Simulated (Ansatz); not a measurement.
## Predicting a hybrid from its neighbours: [CH3]−

[CH3]− has 4 atoms, charge -1, and is taken as a singlet. As SMILES, `[CH3-]`. The coordinates come from a GFN2-xTB relaxation.

The vertical energy of the triplet above the singlet y, in eV, basis 6-31G; a is the functional's share of exact exchange. Programs: Ansatz 0.2.0.

```
functional  program     a  y (eV)
    revPBE   Ansatz     0    4.48
       PBE   Ansatz     0    4.47
     B3LYP   Ansatz   0.2       ?
      PBE0   Ansatz  0.25    4.62
   r2SCAN0   Ansatz  0.25    4.56
     BHLYP   Ansatz   0.5    4.78
```

**Question.** Fit y = c + s·a to the known rows and predict B3LYP.

**Answer.** 
1. Means of the 5 rows: a = 0.2000, y = 4.582.
2. Σ(Δa)² = 0.175, Σ(Δa·Δy) = 0.103, so the slope is 0.103/0.175 = 0.58857.
3. Intercept: 4.582 − (0.58857) × 0.2000 = 4.464. The largest residual of the fit is 0.051.
4. B3LYP: 4.464 + (0.58857) × 0.2 = 4.58 eV.

The run gave 4.63 eV, so the prediction is off by -0.05 eV, within the scatter of the fit. The rows mix families of semi-local functionals, which the line can't see.

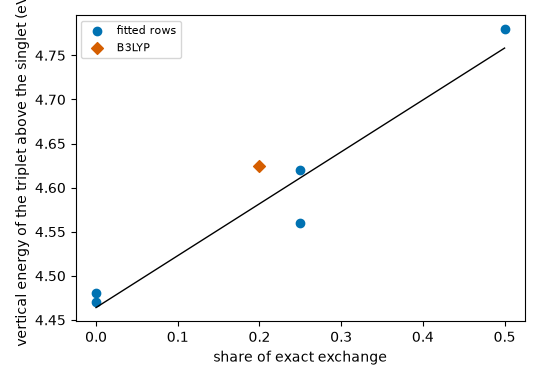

The fitted line, with the withheld row.
